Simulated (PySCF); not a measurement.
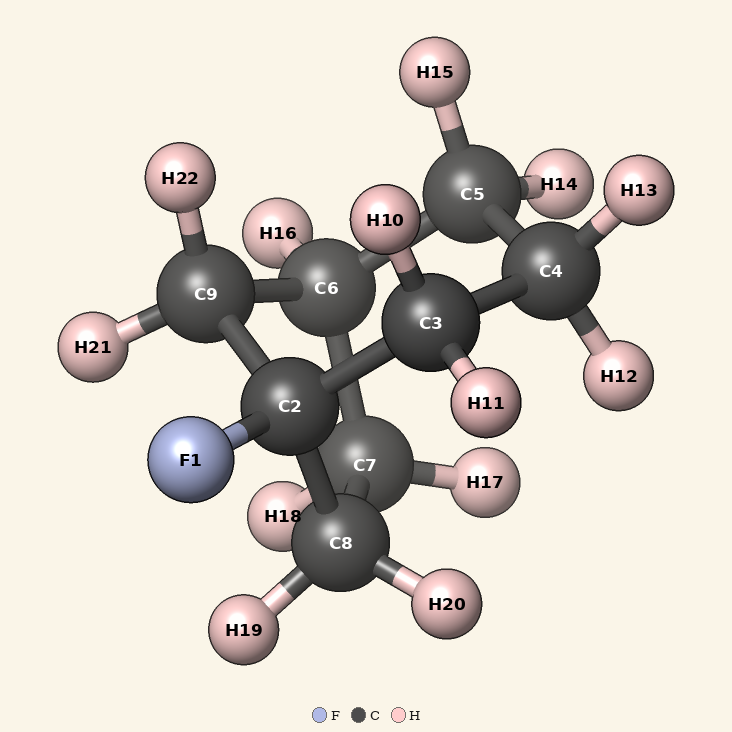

The computed structure is the end point of a PBE0-D3(BJ)/def2-SVP optimisation. No frequency run is at hand to confirm it as a minimum. Method: delta-SCF UKS SCAN, pcX-2 on the ionised atom, pcseg-1 elsewhere, spin-free X2C (PySCF 2.14.0).

Give the core-electron binding energies (to vacuum) of F1 1s, C2 1s, C3 1s, C4 1s, C5 1s, C6 1s, C7 1s, C8 1s, C9 1s.

```tsv
atom	level	binding energy (eV)
F1	1s	691.7
C2	1s	292.4
C3	1s	290.4
C4	1s	290.6
C5	1s	290.4
C6	1s	290.5
C7	1s	290.5
C8	1s	290.4
C9	1s	290.3
```
